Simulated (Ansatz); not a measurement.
System: TiBe₂H₆.

```
Ti Be H
1.0
     6.20651    0.00000    0.00000
     0.00000    6.20651    0.00000
     0.00000    0.00000    6.20651
Ti Be H
4 8 24
Direct
  0.00000 0.00000 0.00000
  0.50000 0.50000 0.00000
  0.50000 0.00000 0.50000
  0.00000 0.50000 0.50000
  0.75000 0.25000 0.25000
  0.25000 0.75000 0.25000
  0.25000 0.25000 0.75000
  0.75000 0.75000 0.75000
  0.25000 0.25000 0.25000
  0.75000 0.75000 0.25000
  0.75000 0.25000 0.75000
  0.25000 0.75000 0.75000
  0.00000 0.25000 0.25000
  0.50000 0.75000 0.25000
  0.50000 0.25000 0.75000
  0.00000 0.75000 0.75000
  0.50000 0.25000 0.25000
  0.00000 0.75000 0.25000
  0.00000 0.25000 0.75000
  0.50000 0.75000 0.75000
  0.25000 0.00000 0.25000
  0.75000 0.50000 0.25000
  0.75000 0.00000 0.75000
  0.25000 0.50000 0.75000
  0.75000 0.00000 0.25000
  0.25000 0.50000 0.25000
  0.25000 0.00000 0.75000
  0.75000 0.50000 0.75000
  0.25000 0.25000 0.00000
  0.75000 0.75000 0.00000
  0.75000 0.25000 0.50000
  0.25000 0.75000 0.50000
  0.75000 0.25000 0.00000
  0.25000 0.75000 0.00000
  0.25000 0.25000 0.50000
  0.75000 0.75000 0.50000
```

Space group Fm-3m; a structure generated by program, which may or may not match a known phase; spin-polarised.

Method: DFT PBE, scalar-relativistic, plane waves, PAW in Ansatz 0.2.0.

Q: Predict the valence pseudo-density, electron localisation function and spin density between the atoms.

A: Be–H (1.55 Å): ρ at the midpoint is about 0.36 e/Å³; the ELF climbs to about 1 towards the hydrogen.
Ti–H (2.19 Å): ρ at the midpoint is about 0.27 e/Å³; the ELF climbs to about 1 towards the hydrogen.
The spin density sits on Ti: +1.2 μB (×4) in one cell of 36 atoms: parallel main moments, as they must be, since the calculation's own cell holds one magnetic site. The cell of the calculation (9 atoms) carries 2.0 μB of net spin moment.

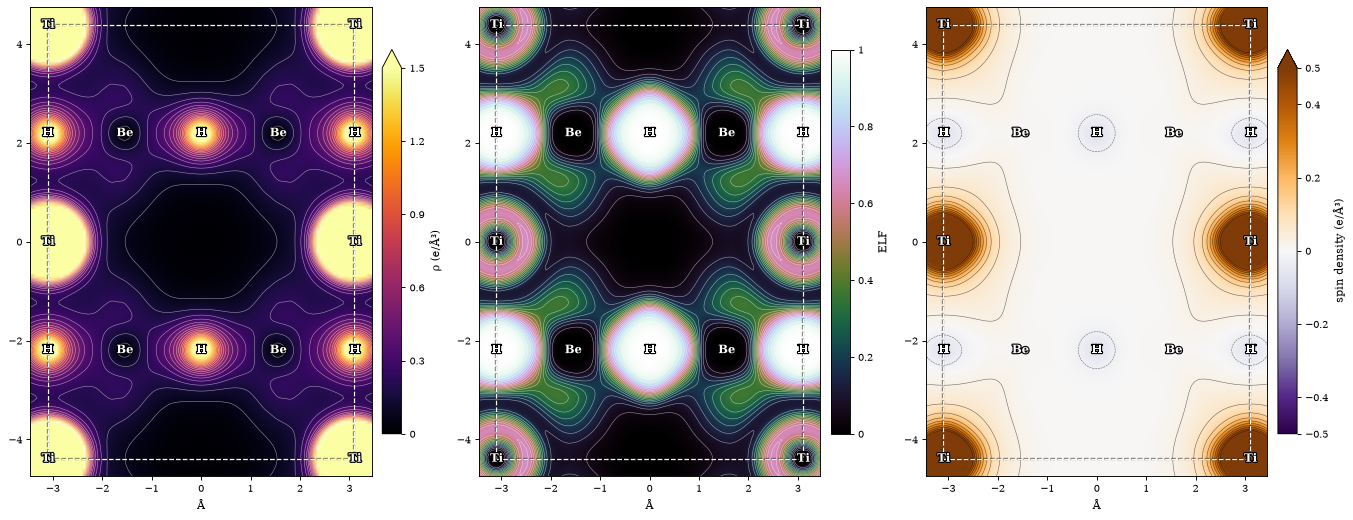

Computed valence pseudo-density, electron localisation function and spin density on the (011) plane of the conventional cell, in this order. 

In a PAW calculation such maps are meaningful between the atoms, not at the nuclei.
